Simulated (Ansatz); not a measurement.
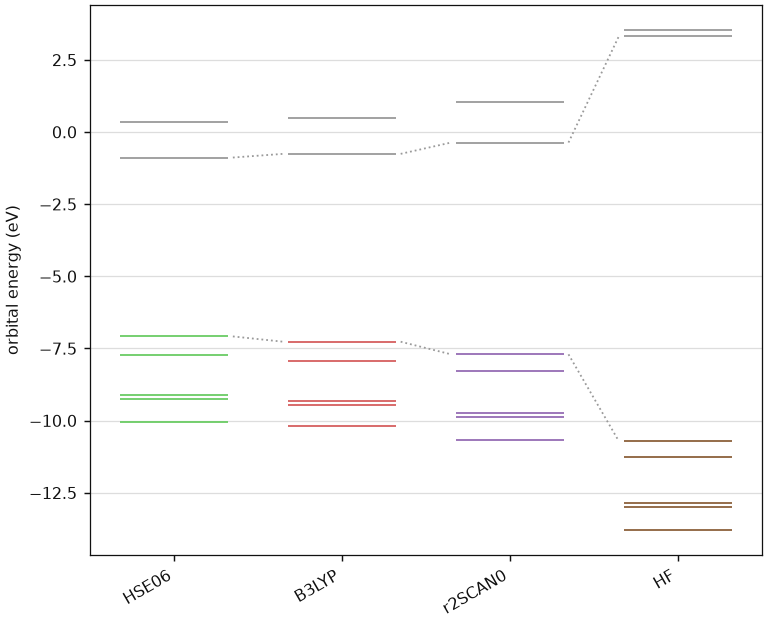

Frontier orbital energies of C₂H₇NSi, SMILES C=NC[SiH3] at one geometry, def2-TZVPP, the Ansatz code, at a PBE0-D4/def2-TZVP geometry (a minimum by its frequencies). Empty levels are grey, levels within 0.1 eV stand side by side; all columns show the same few orbitals around the gap. Dotted lines join the HOMOs and the LUMOs.

How do the frontier levels move from column to column?

The separation grows from 6.20 eV (HSE06) to 14.03 eV (HF).

```csv
level,HOMO (eV),LUMO (eV),separation (eV)
HSE06,−7.08,−0.88,6.20
B3LYP,−7.27,−0.76,6.51
r2SCAN0,−7.70,−0.36,7.34
HF,−10.71,3.32,14.03
```

Limits of at least one run: empty levels above zero depend strongly on the basis; one conformer of a flexible molecule.
